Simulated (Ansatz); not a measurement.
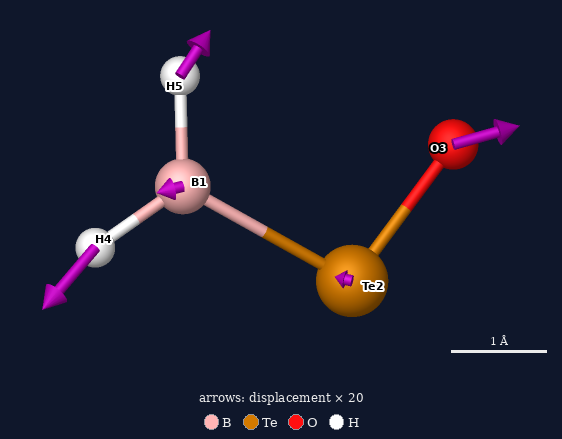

This is a relaxation of BH$_{2}$TeO (multiplicity 2). The starting structure is drawn; purple arrows show the displacements, magnified 20 times. The two geometries are superimposed by the best rigid fit.

A ball-and-stick model, seen at a tilt.

Level of theory: Ansatz, UKS PBE0-D4/def2-TZVP.

Input
```yaml
crystal:
  periodic: [false, false, false]
  atoms:
    - {symbol: B, position_ang: [-0.275820, 0.726370, -0.035180]}
    - {symbol: Te, position_ang: [-0.515310, -1.391120, 0.096120]}
    - {symbol: O, position_ang: [1.229020, -1.909260, 0.079920]}
    - {symbol: H, position_ang: [-1.229250, 1.390230, -0.058570]}
    - {symbol: H, position_ang: [0.791360, 1.183780, -0.082300]}
basis:
  gaussian: {orbitals: def2-TZVP}
magnetization: {spin_polarized: true, initial_magnetization: 1}
hamiltonian: {xc: pbe0, dispersion: d4}
relax: {f_tol: 0.005, max_steps: 200}
```

Q: What happened in the run?

A: After 5 geometry steps the energy has fallen by 0.043 eV. The largest force component goes from 0.95 to 0.0045 eV/Å. The largest move after the best rigid fit is that of H4, 0.045 Å. By element the largest moves are H 0.045 Å, O 0.037 Å, B 0.015 Å, Te 0.010 Å. Some distances before and after: Te2–O3 1.820 → 1.853 Å, B1–H4 1.162 → 1.192 Å. Bond angles that change, for instance: H4–B1–H5 121.9° → 124.2°. The run took of the order of 50 core-seconds on a shared host.
